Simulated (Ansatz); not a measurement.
Consider FH₂NOSe.

```xyz
6

F    -1.1853   -2.2763   -0.4269
N    -1.0116   -0.1825   -2.3134
O     1.0222   -1.4437   -1.2120
Se   -0.4921   -0.6354   -0.8047
H    -1.6688    0.5955   -2.1766
H     0.8578   -2.3921   -1.0805
```

Geometry: PBE0-D3(BJ)/def2-SVP.

The calculation used isolated molecule in a Gaussian basis; Kohn-Sham density functional theory, functional PBE0 in Ansatz 0.2.0.

What will maps of the electron density and electron localisation function show?

Se–O (1.76 Å): ρ at the midpoint is about 1.3 e/Å³; the ELF peaks at about 0.80 between the atoms, as expected for a shared but strongly polarised pair.
Se–F (1.82 Å): ρ is about 0.98 e/Å³ halfway; the ELF peaks at about 0.80 in the valence shell of F, 0.5 Å from its nucleus, and is about 0.45 at the midpoint.
O–H (0.97 Å): ρ is about 3.7 e/Å³ halfway; the ELF climbs to about 1 towards the hydrogen, as it does in any bond to H: a covalent bond by its length.

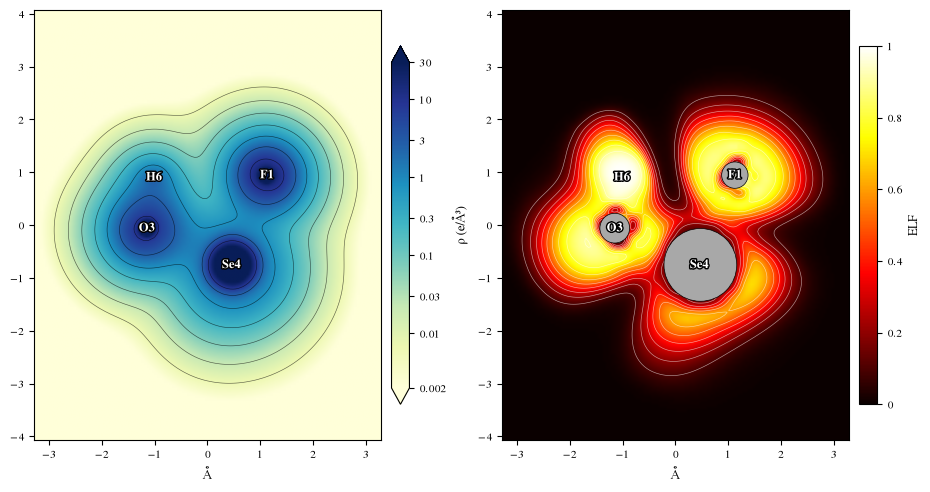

Computed electron density and electron localisation function on the plane of atoms Se4, O3 and H6, in this order. Grey discs cover the atomic cores in the ELF map. 
